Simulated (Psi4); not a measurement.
# A workflow on C2H3ClO (acetyl chloride)

We compute a series of 10 runs (PBE-D4/def2-SVP, PBE0-D4/def2-TZVP, PBE-D4/def2-TZVPP, r2SCAN-D4/def2-TZVPP, B3LYP-D4/def2-TZVPP, PBE0-D4/def2-TZVPP, wB97M-V/def2-TZVPP, CCSD(T)/def2-TZVPP, and more) of C2H3ClO (acetyl chloride). Input form: a Python script.

The results are computed with Psi4 1.11.

## Step 1: The structure to begin with

The species is C2H3ClO (7 atoms), meant as a singlet with charge 0. SMILES: `CC(=O)Cl`. The shape is that of a GFN2-xTB, rattled optimisation. The run starts from this shape.

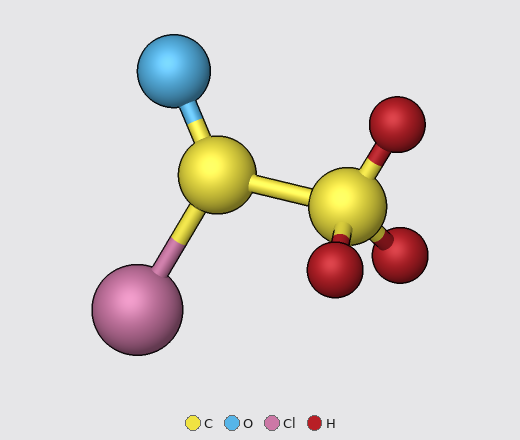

Viewed from a chosen angle; carbon yellow, oxygen blue, chlorine pink, hydrogen red.

## Step 2: A structure relaxation at PBE-D4/def2-SVP (density fitting) (run 1)

The input, calc.py:

```python
import psi4

psi4.set_memory('3300 MB')
psi4.set_num_threads(2)
psi4.core.set_output_file('output.dat', False)

geom = psi4.geometry("""
0 1
C      0.127825     0.681432     0.114262
C     -0.007762    -0.816033    -0.009893
O      0.673976    -1.622677     0.537684
Cl    -1.336298    -1.246666    -1.023222
H      0.910339     0.942415     0.753852
H     -0.757361     1.095340     0.479221
H      0.317176     1.093598    -0.912092
symmetry c1
""")

psi4.set_options(dict(basis='def2-SVP', reference='rks', scf_type='df', geom_maxiter=60, max_force_g_convergence=0.0005))

E = psi4.optimize("pbe-d4", molecule=geom)
print(f'total energy {E:.8f} hartree = {E * 27.211386:.5f} eV')
print(geom.to_string(dtype='xyz', units='Angstrom'))
```

Command:

```bash
$ python calc.py
```

output.dat:

```text
[...]
  Running in c1 symmetry.
[...]
  Nuclear repulsion =  151.460304523276903
[...]
  Multiplicity = 1
[...]
  Nalpha       = 20
  Nbeta        = 20
[...]
    Number of basis functions: 75
[...]
   @DF-RKS iter   1:  -612.47411137434199    1.02429e-01   1.11999e-02 ADIIS/DIIS
[...]
   @DF-RKS iter   9:  -612.83025328986173   -1.13687e-13   1.33398e-09 DIIS
[...]
  @DF-RKS Final Energy:  -612.83025328986173
   => Energetics <=
    Nuclear Repulsion Energy =            147.6337471586124650
    One-Electron Energy =               -1135.9446925345769159
    Two-Electron Energy =                 423.8369902323836413
    DFT Exchange-Correlation Energy =     -48.3518427874964161
    Empirical Dispersion Energy =          -0.0044553587845138
    VV10 Nonlocal Energy =                  0.0000000000000000
    Total Energy =                       -612.8302532898617301
[...]
 Multipole Moments:
 ------------------------------------------------------------------------------------
     Multipole            Electronic (a.u.)      Nuclear  (a.u.)        Total (a.u.)
 ------------------------------------------------------------------------------------
 L = 1.  Multiply by 2.5417464519 to convert [e a0] to [Debye]
 Dipole X            :         -2.5210782            2.5659620            0.0448838
 Dipole Y            :         -4.8121499            5.8349427            1.0227928
 Dipole Z            :         -1.9401183            1.9648261            0.0247078
 Magnitude           :                                                    1.0240753
[...]
  -Total Gradient:
     Atom            X                  Y                   Z
    ------   -----------------  -----------------  -----------------
       1       -0.000011272346    -0.000262837687     0.000158003859
       2       -0.000152696220     0.000074694544    -0.000287464063
       3        0.000052152037     0.000102350578     0.000105225975
       4        0.000145126167     0.000070644536     0.000167230862
       5       -0.000006737301    -0.000033712300    -0.000052219692
       6        0.000008033516     0.000028456204    -0.000074814883
       7       -0.000004889327     0.000072387491     0.000007281234
[...]
```

The script printed:

```text
Some dependencies such as QCElemental have not yet finished migration to pydantic v2. If issues are encountered please downgrade pydantic or upgrade QCElemental as appropriate
	Previous geometry is closer to target in internal coordinates, so using that one.

	Best geometry has RMS(Delta(q)) = 8.28e-04

	Energy has increased in a minimization.
	Energy ratio indicates iffy step.
	Intrafrag trust radius decreased to   0.25.
	Previous geometry is closer to target in internal coordinates, so using that one.

	Best geometry has RMS(Delta(q)) = 6.92e-08

Optimizer: Optimization complete!
total energy -612.83025329 hartree = -16675.96057 eV
7
0 1 C2ClH3O
C                     0.588672230656     1.575730688489     0.449004757232
C                     0.458574140795     0.082115537590     0.359950708964
O                     1.128997569019    -0.747623060422     0.896143691908
Cl                   -0.928375630589    -0.395313330948    -0.727307052928
H                     1.431010343905     1.836549338419     1.115681014647
H                    -0.357293388211     2.009647017084     0.828796588171
H                     0.751058596832     1.995756117386    -0.563398833581
```

Run time: 4.9 min. Hardware: 2 threads of Intel Xeon at 2.50GHz (Skylake/Cascade Lake), shared host; peak memory 0.64 GiB.

Step by step:

```tsv
step	energy from the first frame kept (eV)	largest force (eV/Å)
0	0.0000	2.9564
1	-0.2176	1.0712
2	0.0171	2.7057
3	-0.1679	1.4320
4	-0.2411	0.3405
5	-0.2440	0.1140
6	-0.2444	0.0172
```

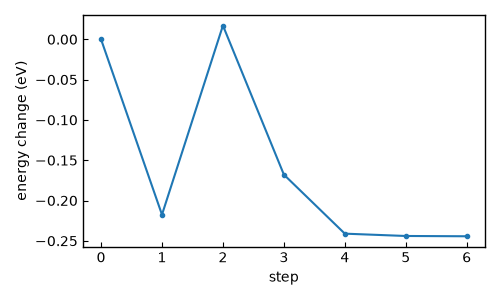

Energy along the run.

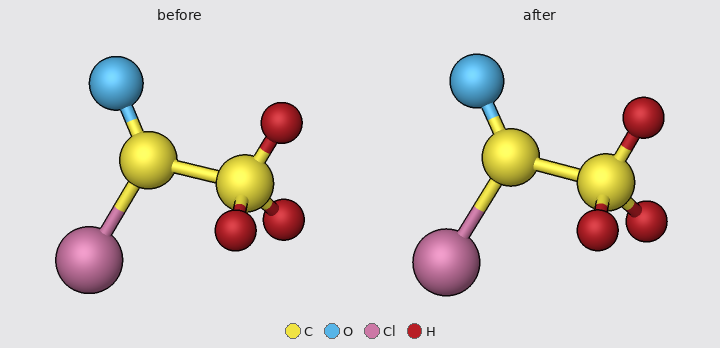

Before and after, at one scale.

After the run. Bond lengths: C1–C2 1.502 Å, C2–O3 1.194 Å, C2–Cl4 1.826 Å, C1–H5 1.105 Å, C1–H6 1.108 Å, C1–H7 1.108 Å. Angles: C1–C2–O3 128.0°, C1–C2–Cl4 111.2°, O3–C2–Cl4 120.8°, C2–C1–H5 109.7°, C2–C1–H6 109.6°, C2–C1–H7 109.6°, H5–C1–H6 110.6°, H5–C1–H7 110.5°, H6–C1–H7 106.9°.

## Step 3: A structure relaxation at PBE0-D4/def2-TZVP (density fitting) (run 2)

The input, run.py:

```python
import psi4

psi4.set_memory('3300 MB')
psi4.set_num_threads(2)
psi4.core.set_output_file('psi4.out', False)

geom = psi4.geometry("""
0 1
C      0.152267     0.703685     0.120685
C      0.022169    -0.789930     0.031631
O      0.692592    -1.619668     0.567824
Cl    -1.364781    -1.267359    -1.055627
H      0.994605     0.964504     0.787361
H     -0.793698     1.137602     0.500477
H      0.314653     1.123711    -0.891719
symmetry c1
""")

options = {'basis': 'def2-TZVP', 'scf_type': 'df', 'geom_maxiter': 50, 'max_force_g_convergence': 0.0002}
psi4.set_options(options)

e, wfn = psi4.optimize('PBE0-D4', return_wfn=True)
print('E =', round(e, 9))
geom.save_xyz_file('final.xyz', False)
```

Command:

```bash
$ python run.py
```

psi4.out:

```text
[...]
  Running in c1 symmetry.
[...]
  Nuclear repulsion =  147.633755951423325
[...]
  Multiplicity = 1
[...]
  Nalpha       = 20
  Nbeta        = 20
[...]
    Number of basis functions: 148
[...]
   @DF-RKS iter   1:  -612.94787297021912   -2.71294e-01   5.27759e-03 ADIIS/DIIS
[...]
   @DF-RKS iter   7:  -613.20412374731347   -3.97904e-12   4.05626e-09 DIIS
[...]
  @DF-RKS Final Energy:  -613.20412374731347
   => Energetics <=
    Nuclear Repulsion Energy =            149.6613384355054563
    One-Electron Energy =               -1140.3290303111598405
    Two-Electron Energy =                 414.1512735392078071
    DFT Exchange-Correlation Energy =     -36.6839855719931762
    Empirical Dispersion Energy =          -0.0037198388738875
    VV10 Nonlocal Energy =                  0.0000000000000000
    Total Energy =                       -613.2041237473135880
[...]
 Multipole Moments:
 ------------------------------------------------------------------------------------
     Multipole            Electronic (a.u.)      Nuclear  (a.u.)        Total (a.u.)
 ------------------------------------------------------------------------------------
 L = 1.  Multiply by 2.5417464519 to convert [e a0] to [Debye]
 Dipole X            :         -2.5204121            2.5312299            0.0108178
 Dipole Y            :         -4.6863352            5.7844641            1.0981289
 Dipole Z            :         -1.9457752            1.9434383           -0.0023369
 Magnitude           :                                                    1.0981847
[...]
  -Total Gradient:
     Atom            X                  Y                   Z
    ------   -----------------  -----------------  -----------------
       1       -0.000021967465     0.000040878810    -0.000005464143
       2        0.000032844599    -0.000080426500     0.000032014275
       3       -0.000006396060     0.000049113007    -0.000011428088
       4        0.000003081696     0.000013376442     0.000001851887
       5        0.000006547207     0.000009911379     0.000003078515
       6        0.000006683029    -0.000002004762     0.000006212189
       7        0.000013145210    -0.000003963098     0.000000287392
[...]
```

On the terminal:

```text
Some dependencies such as QCElemental have not yet finished migration to pydantic v2. If issues are encountered please downgrade pydantic or upgrade QCElemental as appropriate
	Energy has increased in a minimization.
	Energy ratio indicates iffy step.
	Intrafrag trust radius decreased to   0.25.
Optimizer: Optimization complete!
E = -613.204123747
```

Wall time 5.1 min (2 threads of Intel Xeon at 2.50GHz (Skylake/Cascade Lake), shared host); peak memory 1 GiB.

Step by step:

```tsv
step	energy from the first frame kept (eV)	largest force (eV/Å)
0	0.0000	1.6354
1	-0.0391	0.1688
2	-0.0303	0.5534
3	-0.0397	0.0698
4	-0.0397	0.0313
5	-0.0397	0.0048
```

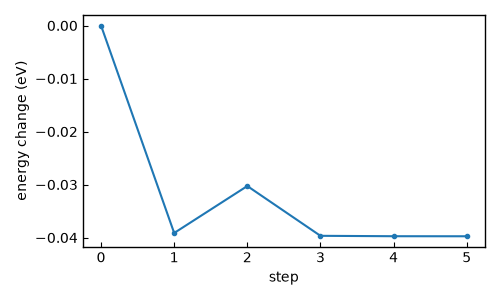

Energy along the run.

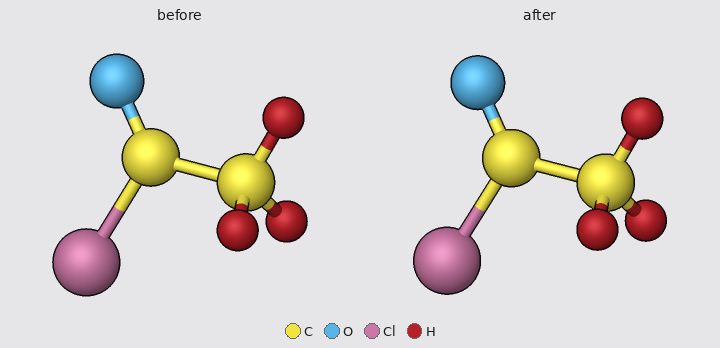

Before and after, at one scale.

After the run. Bond lengths: C1–C2 1.491 Å, C2–O3 1.179 Å, C2–Cl4 1.794 Å, C1–H5 1.089 Å, C1–H6 1.091 Å, C1–H7 1.091 Å. Angles: C1–C2–O3 127.8°, C1–C2–Cl4 111.8°, O3–C2–Cl4 120.4°, C2–C1–H5 109.4°, C2–C1–H6 109.4°, C2–C1–H7 109.4°, H5–C1–H6 110.6°, H5–C1–H7 110.6°, H6–C1–H7 107.3°.

Runs 3 to 4 aren't shown in full; the table further down has their settings and results.

## Step 4: The energy at r2SCAN-D4/def2-TZVPP (density fitting) (run 5)

The input, run.py:

```python
import psi4

psi4.set_memory('3300 MB')
psi4.set_num_threads(2)
psi4.core.set_output_file('output.dat', False)

mol = psi4.geometry("""
0 1
C      0.27191647     1.31258109     0.21728071
C      0.01900498    -1.48798358     0.04504918
O      1.26866574    -3.03595084     1.04786636
Cl    -2.54632469    -2.39898275    -1.97393232
H      1.84412136     1.78316447     1.45781788
H     -1.48548347     2.11684475     0.93617032
H      0.57778943     2.09009379    -1.66799322
units au
symmetry c1
""")

psi4.set_options({
    'basis': 'def2-TZVPP',
    'scf_type': 'df',
    'dft_radial_points': 99,
    'dft_spherical_points': 590,
})

energy_value = psi4.energy('r2scan-d4', molecule=mol)
print(f'r2scan-d4 energy: {energy_value:.10f} Eh')
```

Command:

```bash
$ python run.py
```

output.dat:

```text
=> Loading Basis Set <=

    Name: DEF2-TZVPP
    Role: ORBITAL
    Keyword: BASIS

   => R2SCAN-D4(BJ,EEQ)ATM: Empirical Dispersion <=

        a1 =       0.515592
        a2 =       5.773429
       alp =      16.000000
        s6 =       1.000000
        s8 =       0.601875
        s9 =       1.000000
        ga =       3.000000
        gc =       2.000000
        wf =       6.000000

         ---------------------------------------------------------
                                   SCF
                              RKS Reference
                        2 Threads,   3147 MiB Core
         ---------------------------------------------------------

  ==> Geometry <==

    Molecular point group: c1
    Full point group: C1

[... 90 lines left out ...]
    Weights Tolerance      =       1.00E-15
[... 34 lines left out ...]
  Cached 50.0% of DFT collocation blocks in 1.894 [GiB].

  Minimum eigenvalue in the overlap matrix is 3.6394734113E-04.
  Reciprocal condition number of the overlap matrix is 4.6687810667E-05.
    Using symmetric orthogonalization.

  ==> Pre-Iterations <==

  SCF Guess: Superposition of Atomic Densities via on-the-fly atomic UHF (no occupation information).

   -------------------------
    Irrep   Nso     Nmo
   -------------------------
     A        177     177
   -------------------------
    Total     177     177
   -------------------------

  ==> Iterations <==

                           Total Energy        Delta E     RMS |[F,P]|

   @DF-RKS iter SAD:  -612.99142028291192   -6.12991e+02   0.00000e+00
   @DF-RKS iter   1:  -613.05308613110105   -6.16658e-02   5.15890e-03 DIIS/ADIIS
   @DF-RKS iter   2:  -612.21313282769199    8.39953e-01   8.78253e-03 DIIS/ADIIS
```

Wall time 2 min (2 threads of Intel Xeon at 2.50GHz (Skylake/Cascade Lake), shared host).

Time ran out before the run finished.

Runs 6 to 9 aren't shown in full; the table further down has their settings and results.

## Step 5: A single-point energy at MP2/def2-QZVPP (density fitting, density fitting for correlation) (run 10)

The input, c2h3clo.sdf:

```

     RDKit          3D

  7  6  0  0  0  0  0  0  0  0999 V2000
    0.1439    0.6946    0.1150 C   0  0  0  0  0  0  0  0  0  0  0  0
    0.0101   -0.7874    0.0238 C   0  0  0  0  0  0  0  0  0  0  0  0
    0.6713   -1.6066    0.5545 O   0  0  0  0  0  0  0  0  0  0  0  0
   -1.3475   -1.2695   -1.0446 Cl  0  0  0  0  0  0  0  0  0  0  0  0
    0.9759    0.9436    0.7714 H   0  0  0  0  0  0  0  0  0  0  0  0
   -0.7861    1.1202    0.4954 H   0  0  0  0  0  0  0  0  0  0  0  0
    0.3058    1.1060   -0.8827 H   0  0  0  0  0  0  0  0  0  0  0  0
  2  1  1  0
  3  2  2  0
  4  2  1  0
  5  1  1  0
  6  1  1  0
  7  1  1  0
M  END
$$$$
```

The input, calc.py:

```python
import psi4
from rdkit import Chem

psi4.set_memory('3300 MB')
psi4.set_num_threads(2)
psi4.core.set_output_file('run.log', False)

rd = Chem.SDMolSupplier('c2h3clo.sdf', removeHs=False, sanitize=False)[0]
xyz = rd.GetConformer().GetPositions()
atoms = '\n'.join(f'{a.GetSymbol()} {x:.4f} {y:.4f} {z:.4f}' for a, (x, y, z) in zip(rd.GetAtoms(), xyz))
geom = psi4.geometry('0 1\n' + atoms + '\nsymmetry c1')

psi4.set_options(dict(basis='def2-QZVPP', scf_type='df', num_frozen_docc=8))

e = psi4.energy("mp2")
print(f'mp2 energy: {e:.10f} Eh')
```

Command:

```bash
$ python calc.py
```

run.log:

```text
[...]
  Running in c1 symmetry.
[...]
  Nuclear repulsion =  149.658991788072399
[...]
  Multiplicity = 1
[...]
  Nalpha       = 20
  Nbeta        = 20
[...]
    Number of basis functions: 331
[...]
   @DF-RHF iter   1:  -611.80925170143439   -5.36813e-01   1.65589e-03 DIIS/ADIIS
[...]
   @DF-RHF iter  12:  -611.94550164317661   -7.90124e-11   6.66133e-09 DIIS
[...]
    Orbital Energies [Eh]
    ---------------------
    Doubly Occupied:
       1A   -104.846937     2A    -20.591321     3A    -11.408631
       4A    -11.266054     5A    -10.572680     6A     -8.039530
       7A     -8.038026     8A     -8.037937     9A     -1.452762
      10A     -1.137698    11A     -1.032560    12A     -0.776894
      13A     -0.683053    14A     -0.672417    15A     -0.645617
      16A     -0.586420    17A     -0.553803    18A     -0.469580
      19A     -0.468831    20A     -0.454126
[...]
  @DF-RHF Final Energy:  -611.94550164317661
   => Energetics <=
    Nuclear Repulsion Energy =            149.6589917880723988
    One-Electron Energy =               -1139.7392314666778930
    Two-Electron Energy =                 378.1347380354288248
    Total Energy =                       -611.9455016431766126
[...]
 Multipole Moments:
 ------------------------------------------------------------------------------------
     Multipole            Electronic (a.u.)      Nuclear  (a.u.)        Total (a.u.)
 ------------------------------------------------------------------------------------
 L = 1.  Multiply by 2.5417464519 to convert [e a0] to [Debye]
 Dipole X            :         -2.5715931            2.5313681           -0.0402250
 Dipole Y            :         -4.5832783            5.7844758            1.2011975
 Dipole Z            :         -1.9871409            1.9434444           -0.0436965
 Magnitude           :                                                    1.2026649
[...]
```

Standard output:

```text
mp2 energy: -612.7540581915 Eh
```

It took 35 s on 2 threads of Intel Xeon at 2.50GHz (Skylake/Cascade Lake), shared host; peak memory 0.98 GiB.

## Step 6: Overview of the runs

```tsv
run	level	geom maxiter	max force g convergence	energy (Eh)	HOMO energy (eV)	LUMO energy (eV)	HOMO–LUMO gap (eV)	wall time
1	PBE-D4/def2-SVP (density fitting)	60	0.0005	-612.830253	-6.87	-2.05	4.83	4.9 min
2	PBE0-D4/def2-TZVP (density fitting)	50	0.0002	-613.204124	-8.57	-1.01	7.57	5.1 min
3	PBE0-D4/def2-TZVP (density fitting)	–	–	timeout	–	–	–	19 min
4	PBE-D4/def2-TZVPP (density fitting)	–	–	-613.167491	-7.03	-2.14	4.90	83 s
5	r2SCAN-D4/def2-TZVPP (density fitting)	–	–	timeout	–	–	–	2 min
6	B3LYP-D4/def2-TZVPP (density fitting)	–	–	-613.552668	-8.32	-1.28	7.04	51 s
7	PBE0-D4/def2-TZVPP (density fitting)	–	–	-613.205136	-8.57	-1.01	7.57	66 s
8	wB97M-V/def2-TZVPP (density fitting)	–	–	timeout	–	–	–	2 min
9	CCSD(T)/def2-TZVPP (density fitting, density fitting for correlation)	–	–	-612.738027	-12.34	3.41	15.75	11 min
10	MP2/def2-QZVPP (density fitting, density fitting for correlation)	–	–	-612.754058	-12.36	2.64	15.00	35 s
```

## Step 7: Summary of results

| quantity | value |
| --- | --- |
| run 10, MP2/def2-QZVPP: total energy | -612.75406 Eh |
| run 10, MP2/def2-QZVPP: HOMO energy (Hartree–Fock orbitals) | -12.36 eV |
| run 10, MP2/def2-QZVPP: LUMO energy (Hartree–Fock orbitals) | 2.64 eV |
| run 10, MP2/def2-QZVPP: HOMO–LUMO gap (Hartree–Fock orbitals) | 15.00 eV |
| run 10, MP2/def2-QZVPP: correlation energy (8 core orbitals frozen) | -808.6 mEh |

What this shows: Over runs 4, 6, 7 the dipole moment (its size) runs from 2.67 D (PBE-D4/def2-TZVPP) to 2.79 D (PBE0-D4/def2-TZVPP). Over runs 4, 6, 7 the HOMO–LUMO gap runs from 4.90 eV (PBE-D4/def2-TZVPP) to 7.57 eV (PBE0-D4/def2-TZVPP). Totals of different functionals can't be ranked against each other. All runs together took 48 min, the longest 19 min. 3 of the 10 runs did not end normally.
